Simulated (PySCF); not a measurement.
## Run report: C₄H₇BSi, NMR shielding calculation

C₄H₇BSi, SMILES C#C[SiH2]BC=C, computed with GIAO PBE0/pcSseg-1 NMR shielding, non-relativistic, gas phase (PySCF 2.14.0).

The geometry comes from this level: GFN2-xTB. Figures and captions count atoms from 1; the log counts them from 0 in places.

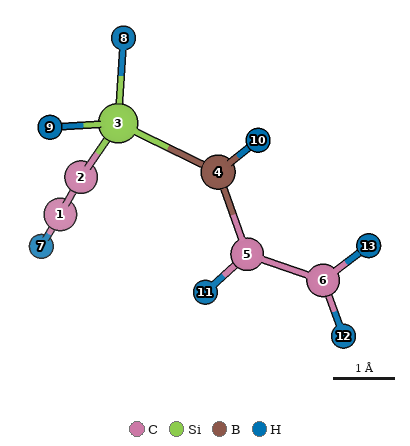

**Figure 1.** The input geometry (ball-and-stick view, seen at a tilt; atoms are numbered from 1 in the order of the input).

## Results in brief

```tsv
quantity	value
outcome	converged
total energy	−470.474754 hartree
HOMO	−7.77 eV
LUMO	−2.65 eV
dipole moment	2.07 D
isotropic shielding, C	29.8 to 100.4 ppm
isotropic shielding, Si	444.7 ppm
isotropic shielding, B	9.0 ppm
isotropic shielding, H	23.1 to 29.8 ppm
hardware	1 CPU thread, shared host
wall time	15 s
peak memory	0.69 GiB
```

## Input
```
{"job": {"kind": "nmr", "xc": "PBE0", "basis": "pcSseg-1"}, "charge": 0, "multiplicity": 1}
C      2.715542     1.321264     0.122844
C      2.135574     0.325184    -0.220477
Si     1.150237    -1.171102    -0.718531
B     -0.751806    -0.926986    -0.303938
C     -1.217662     0.250611     0.578889
C     -2.469694     0.714774     0.597585
H      3.239503     2.186243     0.415977
H      1.486541    -1.373409    -2.143250
H      1.786890    -2.291179     0.010156
H     -1.574621    -1.656139    -0.719180
H     -0.489035     0.788324     1.179834
H     -2.766514     1.581834     1.169569
H     -3.249344     0.251067     0.012793
```

The first line tells a small driver script what to run in PySCF; the rest is the geometry in Å.

Run as:
```bash
OMP_NUM_THREADS=1 python <driver script> task.json out
```

## The program's output
```
coarse grid: 11400 points
cycle   1  E = -470.3907705286  dE =  4.503e-01  |g| = 4.174e-01  |ddm| = 3.265e+00
cycle   2  E = -470.3808855533  dE =  9.885e-03  |g| = 4.584e-01  |ddm| = 9.458e-01
cycle   3  E = -470.4353418546  dE = -5.446e-02  |g| = 1.216e-01  |ddm| = 5.038e-01
cycle   4  E = -470.4386323528  dE = -3.290e-03  |g| = 4.171e-02  |ddm| = 1.053e-01
cycle   5  E = -470.4390546798  dE = -4.223e-04  |g| = 1.464e-02  |ddm| = 4.416e-02
cycle   6  E = -470.4391056926  dE = -5.101e-05  |g| = 4.261e-03  |ddm| = 1.229e-02
cycle   7  E = -470.4391108754  dE = -5.183e-06  |g| = 9.317e-04  |ddm| = 4.511e-03
final grid: 105576 points
cycle   8  E = -470.4747428972  dE = -2.372e-05  |g| = 6.218e-03  |ddm| = 2.458e-02
cycle   9  E = -470.4747399895  dE =  2.908e-06  |g| = 7.030e-03  |ddm| = 1.181e-02
cycle  10  E = -470.4747535907  dE = -1.360e-05  |g| = 8.236e-04  |ddm| = 6.268e-03
cycle  11  E = -470.4747537620  dE = -1.713e-07  |g| = 3.288e-04  |ddm| = 9.245e-04
cycle  12  E = -470.4747537890  dE = -2.699e-08  |g| = 8.753e-05  |ddm| = 2.965e-04
cycle  13  E = -470.4747537906  dE = -1.644e-09  |g| = 4.559e-05  |ddm| = 1.038e-04
cycle  14  E = -470.4747537911  dE = -5.141e-10  |g| = 1.055e-05  |ddm| = 3.704e-05
```

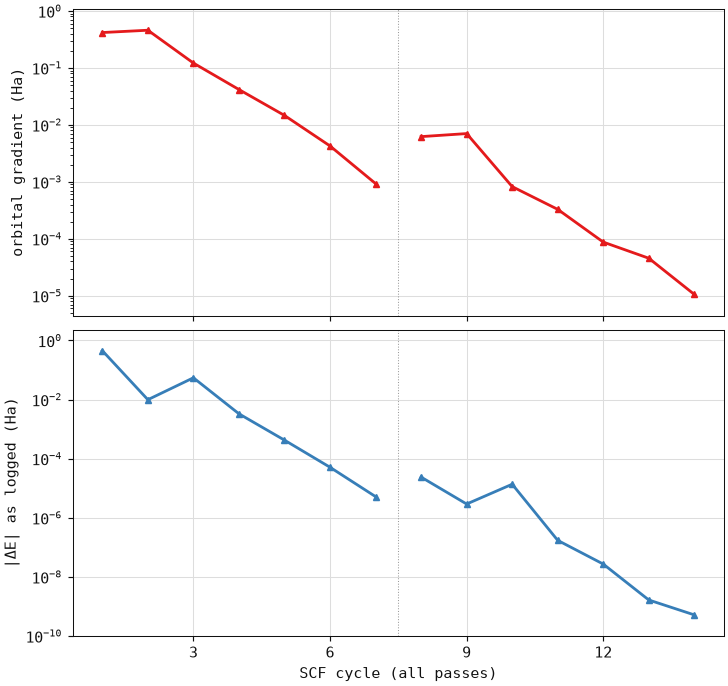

**Figure 2.** Convergence of the self-consistent field: orbital gradient and size of the energy change against the SCF cycle. The dotted line marks the change from a coarse to the final integration grid. The first 7 cycles use a coarse grid, the final grid takes over at cycle 8, and the field converges after 14 cycles in all.

```
converged SCF energy = -470.4747537911

GIAO shielding tensors (ppm)
atom      isotropic    diamagn.    paramagn.     s11        s22        s33       span
  0 C       82.992     260.220    -177.228     -2.776     -0.741    252.495    255.271
  1 C      100.417     261.037    -160.620      4.090      7.927    289.233    285.143
  2 Si     444.656     880.667    -436.011    398.944    458.530    476.494     77.550
  3 B        8.963     196.861    -187.898    -83.683    -20.559    131.130    214.814
  4 C       29.771     258.876    -229.105    -97.899      7.538    179.674    277.574
  5 C       30.235     253.706    -223.471    -77.728     11.947    156.485    234.213
  6 H       29.835      33.001      -3.166     24.525     25.109     39.870     15.345
  7 H       27.200      27.276      -0.076     23.274     26.100     32.225      8.950
  8 H       27.117      27.156      -0.039     23.383     26.138     31.829      8.446
  9 H       23.062      30.709      -7.647     14.530     27.145     27.512     12.982
 10 H       23.448      34.430     -10.982     17.950     23.199     29.194     11.244
 11 H       24.657      29.736      -5.079     21.469     24.737     27.764      6.295
 12 H       25.114      30.142      -5.028     22.013     25.016     28.313      6.300
```

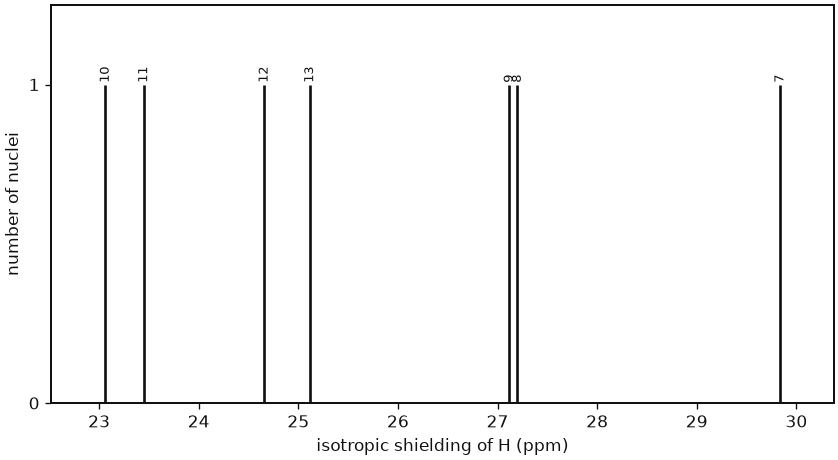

**Figure 3.** Isotropic shieldings of the hydrogen nuclei in this fixed geometry, labelled by atom number; shielding grows to the right, so chemical shift grows to the left. The least shielded is H10 (23.1 ppm), the most shielded H7 (29.8 ppm).

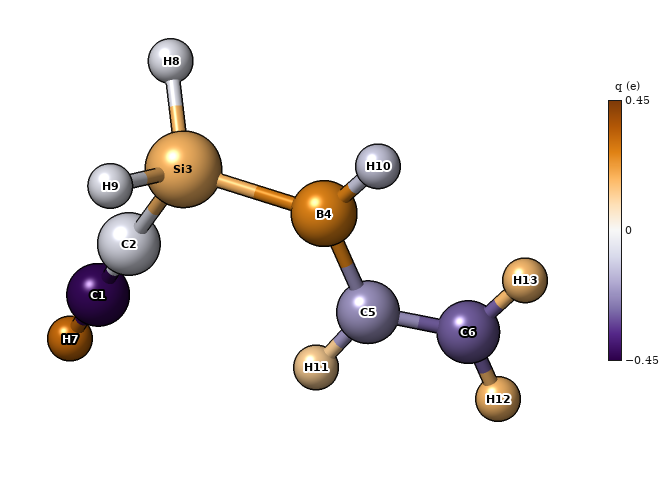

**Figure 4.** ESP-fitted charges, as the colour of each atom (ball-and-stick view, seen at a tilt; atoms are numbered from 1 in the order of the input). By element: C −0.43 to −0.06, Si +0.18, B +0.26 and H −0.11 to +0.32 e.
